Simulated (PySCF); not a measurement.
C3H10NSi, SMILES C([N][SiH3])(C)C, doublet at its GFN2-xTB optimised geometry (Å):

```
15

C     -1.4126     0.2366    -1.8008
C     -0.5705     0.8997    -0.7067
C     -1.4655     1.6753     0.2830
N      0.2776     0.0591     0.0000
Si     0.6936    -1.5674     0.0000
H     -2.0135     0.9788    -2.3209
H     -2.0714    -0.5053    -1.3559
H     -0.7662    -0.2621    -2.5185
H      0.0814     1.6562    -1.1850
H     -0.8530     2.1319     1.0548
H     -2.0234     2.4475    -0.2400
H     -2.1611     0.9850     0.7531
H      2.1611    -1.5674     0.0000
H      0.1933    -2.0778     1.2869
H      0.2067    -2.4475    -1.0738
```

Method: unrestricted PBE0/def2-TZVP (PySCF). Cells within 0.4 Å of a nucleus heavier than hydrogen are left out (blank, or x).

Map of the spin density (e/bohr³) on the plane z = 0.0 Å:

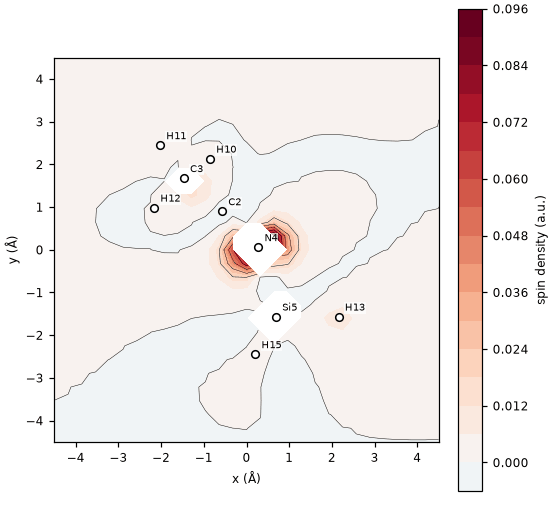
Fig. 1. Spin density (e/bohr³) on the plane z = 0.0 Å.
